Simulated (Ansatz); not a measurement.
**Single-point calculation, with input and output: C$_{4}$H$_{6}$Cl$_{2}$Si**

System: C$_{4}$H$_{6}$Cl$_{2}$Si.
Method: direct RPA on PBE orbitals, frozen core/def2-TZVPP (Ansatz 0.2.0).

The geometry comes from this level: PBE0-D4/def2-TZVP.

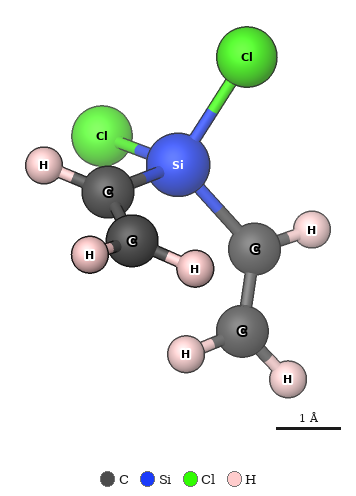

Fig. 1: The structure as given in the input (ball-and-stick view, seen at a tilt). Bond lengths as drawn: Cl–Si 2.05 Å, C–C 1.33 Å, C–H 1.09 Å and C–Si 1.85 Å.

The input
```yaml
crystal:
  periodic: [false, false, false]
  atoms:
    - {symbol: C, position_ang: [0.702457, -0.094714, 1.869407]}
    - {symbol: C, position_ang: [0.160175, 0.942367, 1.237536]}
    - {symbol: Si, position_ang: [0.045160, 1.068306, -0.602546]}
    - {symbol: Cl, position_ang: [-1.509636, 2.335313, -1.047983]}
    - {symbol: Cl, position_ang: [1.751761, 1.930755, -1.355183]}
    - {symbol: C, position_ang: [-0.195722, -0.544106, -1.470317]}
    - {symbol: C, position_ang: [-0.742990, -1.614064, -0.900797]}
    - {symbol: H, position_ang: [1.104938, -0.949210, 1.333597]}
    - {symbol: H, position_ang: [0.774333, -0.131834, 2.952530]}
    - {symbol: H, position_ang: [-0.222053, 1.775448, 1.823731]}
    - {symbol: H, position_ang: [0.115310, -0.602731, -2.511513]}
    - {symbol: H, position_ang: [-1.075941, -1.608151, 0.132587]}
    - {symbol: H, position_ang: [-0.887391, -2.542079, -1.446351]}
basis:
  gaussian: {orbitals: def2-TZVPP}
hamiltonian: {xc: pbe}
correlation: {method: rpa}
```

Launched with:
```bash
ansatz run in.yaml --threads 4 --pin off --events-out ev --progress --plain --max-ram 11315MiB
```

Log
```
Functional definition: PBE
  name "PBE"
  cite "Perdew, Burke & Ernzerhof, Phys. Rev. Lett. 77, 3865 (1996) doi:10.1103/PhysRevLett.77.3865"
  parent pbe
  parameter kappa = 0.804
  parameter beta = 0.06672455060314922
  exchange = pbe_x(kappa = kappa, mu = beta*pi^2/3)
  correlation = pbe_c(beta = beta)
1973 factors; integrals over basis functions are off by at most 1.1e-3 eV
mean field evaluation 1: about -37135.6131 eV, gradient 8.5e1 eV
mean field evaluation 2: about -37135.6008 eV, gradient 8.5e1 eV
mean field evaluation 4: about -37152.4131 eV, gradient 1.8e1 eV
mean field evaluation 8: about -37153.2760 eV, gradient 5.0e-1 eV
mean field evaluation 16: about -37153.2763 eV, gradient 2.9e-4 eV
mean field -37153.27632560 eV, -1365.3577215708 hartree, gradient 3.3e-6 eV, S^2 0.000000; 0 other end points of the search recorded, 0 dependent functions left out
19 core orbitals not correlated: weight in the atoms' cores, before any rotation towards them, 1.000 or more for the frozen orbitals, at most 0.000 for the correlated occupied ones
reference -37089.09820883 eV, -1362.9992192807 hartree; 20, 20 occupied and 295, 295 virtual orbitals, 1973 factors
Total energy: -37140.09092734 eV, -1364.8731671219 hartree
```

Results in brief

| quantity | value |
| --- | --- |
| outcome | converged |
| total energy | −37140.0909 eV |
| mean-field energy | −37089.0982 eV |
| SCF solution under orbital rotations | stable |
| hardware | 4 threads of Arm Neoverse V2, 23 GiB of memory available, shared host |
| wall time | 8.5 s (CPU time 32 s) |
| peak memory | 1.1 GiB |
